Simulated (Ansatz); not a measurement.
Molecule: BGeH₅S, SMILES B[S][GeH3], singlet.

```xyz
8

B     -0.8258     1.1499    -1.0249
S      0.8458     0.5753    -0.9465
Ge     0.7140    -0.8882     0.7461
H     -1.6682     0.7438    -0.2816
H     -1.0699     1.9658    -1.8603
H      0.2704    -0.1432     2.0109
H      2.1195    -1.4771     0.9244
H     -0.2934    -1.9833     0.3759
```

Kohn-Sham orbital energies near the frontier, PBE0/def2-TZVPP with the Ansatz code 0.2.0, at a PBE0-D4/def2-TZVP geometry (a minimum by its frequencies), isolated molecule; empty levels in grey, levels within 0.03 eV side by side.

> Where do the frontier orbitals lie?

HOMO at −8.14 eV, LUMO at −1.42 eV, 6.72 eV apart.

> How far below the HOMO does the next level lie?

0.30 eV.

> List the levels.

```csv
orbital,energy (eV)
LUMO+5,2.12
LUMO+4,1.59
LUMO+3,1.29
LUMO+2,0.66
LUMO+1,−0.17
LUMO,−1.42
HOMO,−8.14
HOMO−1,−8.45
HOMO−2,−9.45
HOMO−3,−10.35
HOMO−4,−10.43
```

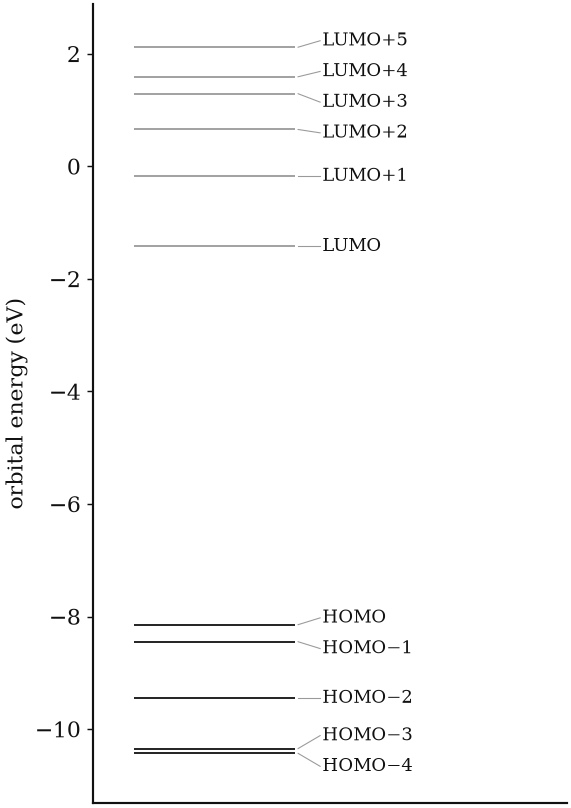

Caveats: no scalar relativity up to krypton; empty levels above zero depend strongly on the basis.
